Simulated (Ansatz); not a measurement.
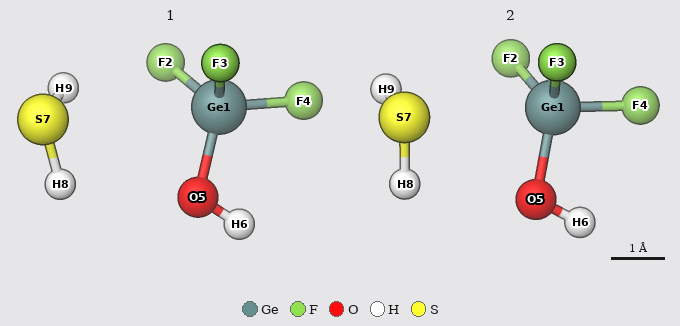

Two geometries of GeH3SOF3, drawn at one scale. One is the start of a relaxation, the other its converged end. Style: ball-and-stick. Shown face on.

Level of theory: Ansatz 0.2.0, RKS PBE-D4/def2-SVP. Settings: no spin polarisation; force threshold 0.03 eV/Å; at most 50 steps.

**Which one is relaxed?**

Structure 2 is the relaxed one. The run prepares an end point of a later path (reaction) calculation, from a guessed geometry. The atom that moves furthest after the best rigid fit is S7 (0.41 Å). By element the largest moves are S 0.41 Å, H 0.33 Å, F 0.18 Å, Ge 0.12 Å, O 0.07 Å. Among the contacts that change: Ge1–S7 3.447 → 2.938 Å, Ge1–F2 1.710 → 1.741 Å, S7–H9 1.384 → 1.362 Å, Ge1–O5 1.764 → 1.776 Å. Among the angles between lasting bonds that change: F4–Ge1–O5 107.1° → 101.4°, F2–Ge1–O5 112.1° → 117.0°, F2–Ge1–F4 106.0° → 101.9°. After 8 accepted moves (9 points after the start) the energy has fallen by 2.19 kcal/mol. The largest force component goes from 0.85 to 0.025 eV/Å. The line search rejected the trial step at point 5 of the run. The run took 13 s on 4 threads of AMD EPYC 7B13 (Zen 3), with other jobs on the host, peak memory 0.2 GiB.
